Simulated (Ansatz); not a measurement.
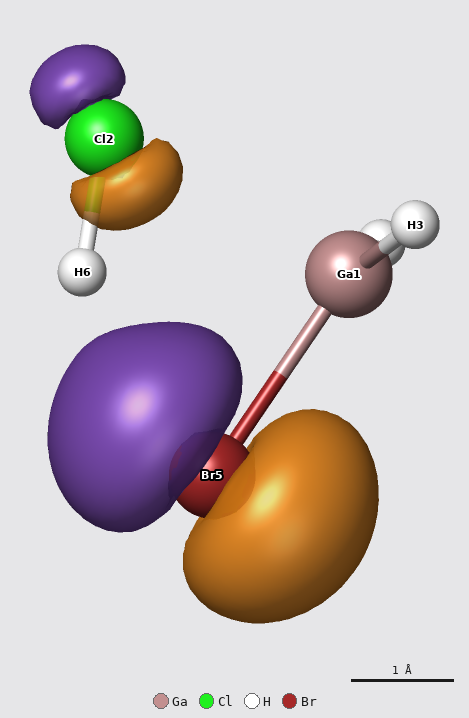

Figure. BrGaH2···HCl. The HOMO−1 at ±0.15 Å⁻³ᐟ² (orange and purple are the two phases), seen across its widest extent.

The calculation used Ansatz 0.2.0, RKS revPBE-D4/def2-SVP.

```yaml
atoms:
  - { symbol: Ga, position_ang: [0.0216, -0.4182, -0.1966] }
  - { symbol: Cl, position_ang: [0.0119, 0.0983, 2.5054] }
  - { symbol: H, position_ang: [1.4429, 0.1470, -0.5399] }
  - { symbol: H, position_ang: [-1.4281, 0.0716, -0.5371] }
  - { symbol: Br, position_ang: [0.0828, -2.7205, 0.4826] }
  - { symbol: H, position_ang: [0.0472, -1.2199, 2.3124] }
```

**Where does this orbital lie, and at what energy?**

It lies mainly on Br5 (about 85 %) and Cl2 (about 10 %); largely a lone pair of Br5. Its energy is −7.14 eV.
